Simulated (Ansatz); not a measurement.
Cl$_{2}$FHOZr···HBr

```xyz
8

Zr   -0.1221   -0.1260   -0.0847
O    -0.1638   -0.0605    1.9280
H    -0.6646   -0.3378    2.7031
Cl    2.0780   -0.3435   -0.8897
Cl   -1.2689    1.6990   -1.0203
F    -1.0565   -1.6688   -0.6546
Br    1.7563    2.8208    1.6438
H     1.1127    1.6803    2.3824
```

Core potentials replace the inner electrons of Zr; not at a stationary point (largest force 1.7 eV/Å).

Method: Ansatz 0.2.0, RKS B3LYP-D4/def2-SVP.

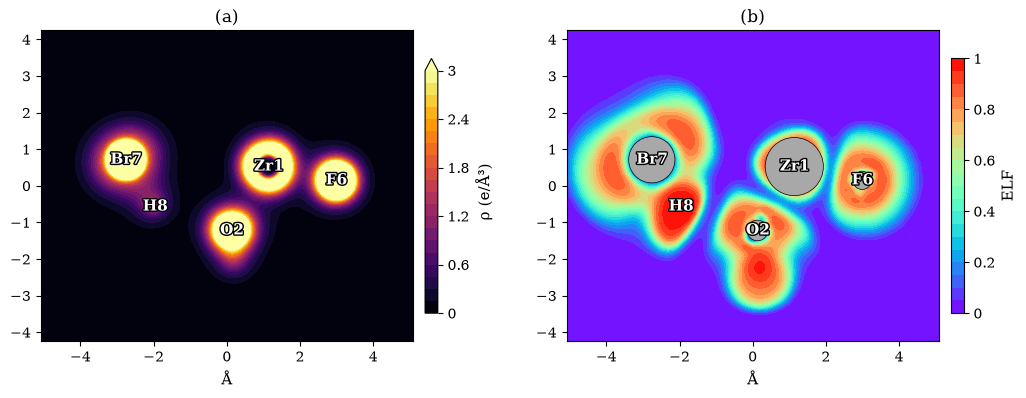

Figure 1. (a) electron density; (b) electron localisation function on the plane of atoms O2, Zr1 and F6. Grey discs cover the atomic cores in the ELF map.

> Read the bonding off the picture.

- The section cuts through Zr, O, F, Br and H sites.
- O2···H8 (2.21 Å): the density falls to about 0.12 e/Å³ on the way; the ELF dips to about 0.10 between them.
- Zr–F (1.89 Å): ρ is about 0.96 e/Å³ halfway; the ELF peaks at about 0.85 in the valence shell of F, 0.5 Å from its nucleus, and drops to about 0.20 between the two atoms.
- Zr–O (2.01 Å): ρ at the midpoint is about 0.73 e/Å³; the ELF peaks at about 0.85 in the valence shell of O, 0.6 Å from its nucleus, and drops to about 0.20 between the two atoms.
- Br–H (1.50 Å): ρ is about 1.4 e/Å³ halfway; the ELF climbs to about 1 towards the hydrogen, as it does in any bond to H.
- The ELF also peaks beside Br7, away from the bonds: lone-pair regions.

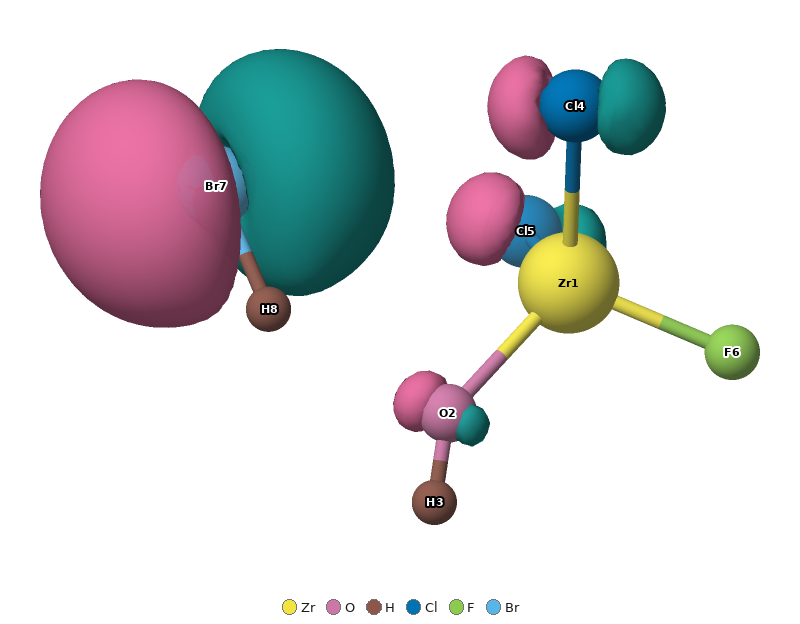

Figure 2. The HOMO−1 at ±0.1 Å⁻³ᐟ² (teal and pink are the two phases), seen at a tilt.

> Describe this orbital and give its energy.

Its weight (Hirshfeld) is mainly on Br7 (about 85 %); largely a lone pair of Br7. Its energy is −8.25 eV.
